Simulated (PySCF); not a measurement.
```xyz
14

C     0.3690    2.2221   -0.5288
C     0.2383    0.9107   -0.2793
C     1.4025    0.1620    0.2001
N     1.3757   -1.0826    0.4118
O    -0.9241    0.2972   -0.5026
Si   -1.7722   -0.9660    0.1107
O    -1.0274   -2.3905   -0.0359
H    -0.4645    2.7981   -0.8874
H     1.3027    2.7334   -0.3875
H     2.2889    0.7907    0.3438
H     2.2480   -1.4872    0.7425
H    -2.0649   -0.6731    1.5141
H    -2.9063   -0.9506   -0.7930
H    -0.0666   -2.3647    0.0693
```

Geometry: GFN2-xTB.

These are results of PBE0/pcSseg-1, SCF density, gas phase, non-relativistic in PySCF, not measurements.

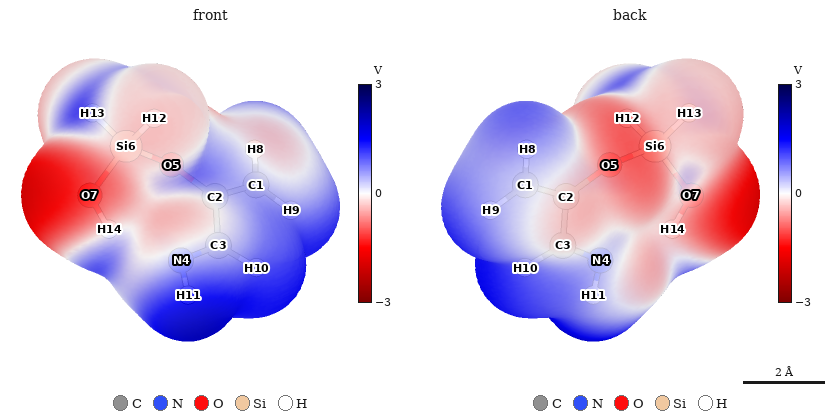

C₃H₇NO₂Si. The molecular electrostatic potential painted on the density surface at 0.002 e/bohr³, seen from the front and from behind; red is negative and blue positive.

Question: Where is the surface potential most negative and most positive?

Answer: The most negative region (about −1.8 V) lies over O7, the most positive (about +2.0 V) over H11. O7 is the likeliest acceptor of a hydrogen bond.

Question: What dipole moment does the calculation give?

Answer: Its dipole moment is 4.06 D.
